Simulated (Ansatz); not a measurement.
# GeH2S (SMILES [SH][GeH]) at HF/STO-3G

Aim: the vertical ionisation energy of GeH2S at HF/STO-3G, from 2 runs. 

The calculation is run with Ansatz 0.2.0.

51 further runs of the same task are left out: 3 that didn't finish, 48 set aside as unsound or not needed.

**1. The molecule**

GeH2S has 4 atoms, charge 0, and is taken as a singlet. SMILES: `[SH][GeH]`. The shape is that of a PBE0-D4/def2-TZVP optimisation.

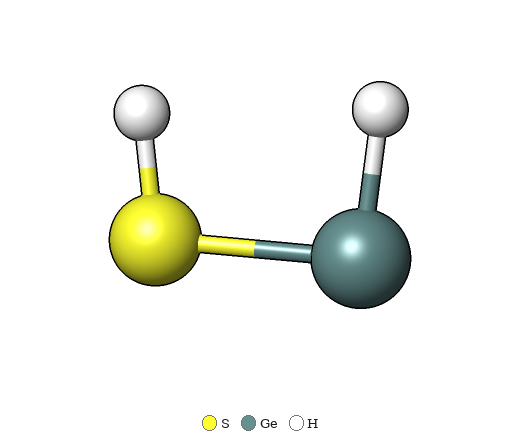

The structure, seen from a chosen angle (sulfur yellow, germanium teal, hydrogen white).

**2. The energy at HF/STO-3G**

Input file in.yaml:

```yaml
basis:
  gaussian:
    orbitals: STO-3G
crystal:
  periodic: [false, false, false]
  atoms:
    - {symbol: S, position_ang: [-0.443300, -1.201800, 0.271700]}
    - {symbol: Ge, position_ang: [-0.841700, 0.737900, -0.743600]}
    - {symbol: H, position_ang: [0.779200, -0.962100, 0.771200]}
    - {symbol: H, position_ang: [0.561200, 1.365900, -0.319400]}
total_charge: 0
hamiltonian:
  xc: hf
accuracy: high
```

The run is started by

```bash
$ ansatz run in.yaml --threads 1 --pin off --max-ram 2610MiB --events-out events.jsonl --progress --plain --runs-dir runs
```

What it wrote:

```text
Warning: RAYON_NUM_THREADS=1 ignored (pool sized by the plan → 1); use --threads N
Functional definition: HF
  name "HF"
  exchange = exact_x
  correlation = 0
422 factors; integrals over basis functions are off by at most 1.4e-8 eV
mean field evaluation 1: about -66559.8128 eV, gradient 1.1e1 eV
mean field evaluation 2: about -66559.8435 eV, gradient 1.1e1 eV
mean field evaluation 4: about -66560.4304 eV, gradient 8.5e-1 eV
mean field evaluation 8: about -66560.4380 eV, gradient 5.2e-7 eV
mean field -66560.43803525 eV, -2446.0509815100 hartree, gradient 2.3e-8 eV, S^2 0.000000; 0 other end points of the search recorded, 0 dependent functions left out
reference -66560.43803525 eV, -2446.0509815100 hartree; 25, 25 occupied and 4, 4 virtual orbitals, 422 factors
Total energy: -66560.43803525 eV, -2446.0509815100 hartree
```

Wall time 0.22 s (1 thread of Arm Neoverse V1, shared host).

**3. The doublet cation at the same level**

Input file job.yaml:

```yaml
crystal:
  periodic: [false, false, false]
  atoms:
    - {symbol: S, position_ang: [-0.443300, -1.201800, 0.271700]}
    - {symbol: Ge, position_ang: [-0.841700, 0.737900, -0.743600]}
    - {symbol: H, position_ang: [0.779200, -0.962100, 0.771200]}
    - {symbol: H, position_ang: [0.561200, 1.365900, -0.319400]}
basis:
  gaussian:
    orbitals: STO-3G
magnetization:
  spin_polarized: true
  initial_magnetization: 1
total_charge: 1
hamiltonian:
  xc: hf
accuracy: high
```

The run is started by

```bash
$ ansatz run job.yaml --threads 1 --pin off --max-ram 2610MiB --events-out events.jsonl --progress --plain --runs-dir runs
```

What it wrote:

```text
Warning: RAYON_NUM_THREADS=1 ignored (pool sized by the plan → 1); use --threads N
[... 4 set-up lines as earlier in the session ...]
420 factors; integrals over basis functions are off by at most 1.4e-8 eV
mean field evaluation 1: about -66551.7605 eV, gradient 1.5e1 eV
mean field evaluation 2: about -66551.7880 eV, gradient 1.5e1 eV
mean field evaluation 4: about -66554.5843 eV, gradient 1.5e0 eV
mean field evaluation 8: about -66554.6690 eV, gradient 3.6e-2 eV
mean field evaluation 16: about -66554.6671 eV, gradient 1.4e-8 eV
mean field evaluation 32: about -66551.4787 eV, gradient 1.8e0 eV
mean field evaluation 64: about -66554.4559 eV, gradient 5.9e-2 eV
mean field evaluation 96: about -66552.3429 eV, gradient 7.7e-1 eV
mean field evaluation 128: about -66554.6671 eV, gradient 8.6e-5 eV
mean field -66554.66706626 eV, -2445.8389023116 hartree, gradient 1.4e-8 eV, S^2 0.799760; 3 other end points of the search recorded, 0 dependent functions left out
reference -66554.66706626 eV, -2445.8389023116 hartree; 25, 24 occupied and 4, 5 virtual orbitals, 420 factors
Total energy: -66554.66706626 eV, -2445.8389023116 hartree
```

It took 0.78 s on 1 thread of Arm Neoverse V1, shared host.

**4. Results**

At HF/STO-3G:

```
                                          quantity           value
                       singlet GeH2S: total energy  -2446.05098 Eh
                      doublet cation: total energy  -2445.83890 Eh
                              doublet cation: ⟨S²⟩           0.800
vertical ionisation energy (to the doublet cation)        5.771 eV
```

In words: The vertical ionisation energy comes to 5.77 eV (557 kJ/mol). In a minimal basis such a difference can be off by several eV, whatever the method.
